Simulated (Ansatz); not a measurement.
Consider BF2HO···NH3.

```csv
atom,x (Å),y (Å),z (Å)
B,0.0851,-0.2752,0.0417
F,-0.1430,-0.6419,1.2973
F,1.3349,-0.1135,-0.3454
O,-0.9053,-0.1818,-0.8614
H,-1.7827,-0.3538,-0.4728
N,-0.0438,2.2619,1.0781
H,0.9232,2.1285,0.7566
H,-0.6542,2.2231,0.2522
H,-0.2759,1.4444,1.6801
```

Not at a stationary point (largest force 0.7 eV/Å).

Computed with RKS LDA/def2-SVP in Ansatz 0.2.0.

What will maps of the electron density and electron localisation function show?

Answer. B–F (1.32 Å): the density is about 2.2 e/Å³ at the midpoint; the ELF peaks at about 0.85 between the atoms: a shared but strongly polarised pair.
B–O (1.34 Å): the density is about 2.2 e/Å³ at the midpoint; the ELF peaks at about 0.90 between the atoms (a polar covalent bond).
O–H (0.97 Å): ρ is about 3.6 e/Å³ halfway; the ELF climbs to about 1 towards the hydrogen, as it does in any bond to H: an ordinary covalent bond to hydrogen.

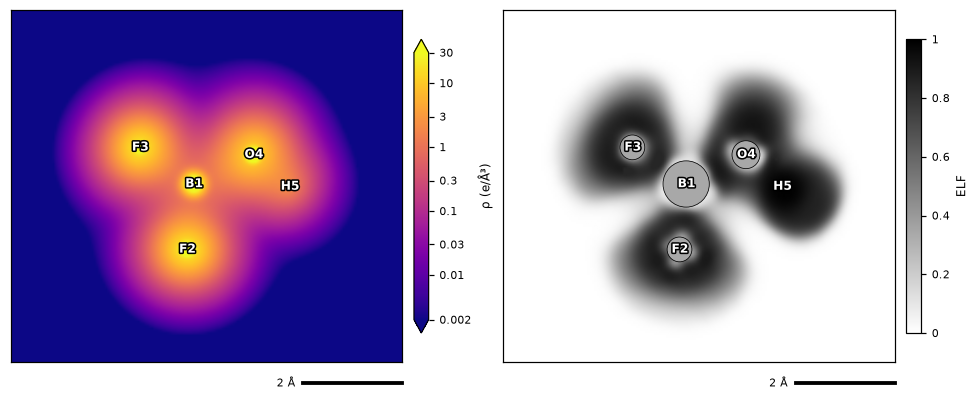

Computed electron density and electron localisation function on the plane of atoms F2, B1 and O4, in this order. Grey discs cover the atomic cores in the ELF map. 
